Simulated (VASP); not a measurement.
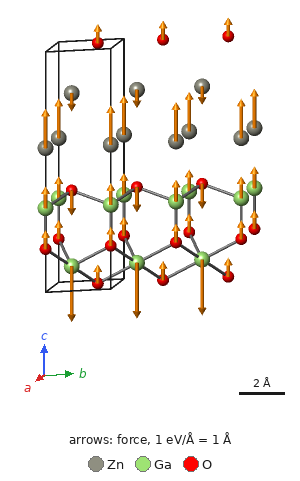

Starting geometry of solid Zn₂Ga₂O₃ (a generated structure, set up in P3m1) with the computed forces as orange arrows. Style: ball-and-stick. Shown: the cell of the calculation, repeated 1 × 3 × 1 with one cell outlined, slightly off an axis.

The run lets cell and atoms move.

These are results of VASP 6.6.1, Kohn-Sham DFT of a periodic cell, PBE, VASP PAW PBE potentials, recommended, not measurements.

Input
```
PREC = Normal ; ENCUT = 520
EDIFF = 1E-4 ; ISMEAR = 0
SIGMA = 0.15 ; LREAL = False
LASPH = True ; NELM = 60
ALGO = Fast ; ISIF = 3
LWAVE = False ; LCHARG = False
GGA = PE ; IBRION = 2
NSW = 24 ; EDIFFG = -0.08
```

Command:
```bash
cat potpaw_PBE.64/Zn/POTCAR potpaw_PBE.64/Ga_d/POTCAR potpaw_PBE.64/O/POTCAR > POTCAR
mpirun -np 1 vasp_std > vasp.out
```

Is this structure relaxed? If not, where do the atoms go?

It isn't relaxed: the largest force vector, on a Ga atom, is 2.52 eV/Å. The final displacements follow the starting forces only in part (cosine between the two patterns 0.56). The energy falls by 151 meV per atom in 20 geometry steps. Largest force component: 2.5 eV/Å at the start, 0.056 eV/Å at the end. Pressure: 8.17 GPa at the start and 0.34 GPa at the end. The atom that moves furthest relative to the cell is a Zn atom (0.38 Å along +c). By element the largest moves are Zn 0.38 Å, O 0.28 Å, Ga 0.24 Å. The drawn cell changes as follows: a = b 3.080 → 3.044 Å (−1.2 %), c 10.850 → 12.590 Å (+16.0 %); the volume changes by +13.3 %. Some distances before and after: Ga–O 2.029 → 2.158 Å, Ga–O 2.029 → 1.933 Å, Ga–O 1.844 → 1.826 Å, Ga–O 1.876 → 1.881 Å. Bond angles that change, for instance: O–Ga–O 180.0° → 169.2°, O–Ga–O 98.8° → 89.7°, Ga–O–Ga 98.8° → 89.7°. The space group stays P3m1 (No. 156). The volume changes by over a tenth within one run on a fixed set of plane waves, so the end point should be relaxed again from the new cell. It ran on 1 thread of Intel(R) Xeon(R) 6975P-C (Granite Rapids), with other jobs on the host.

Limits of the set-up: layers or molecules are held without a dispersion correction, so their spacing is unreliable.
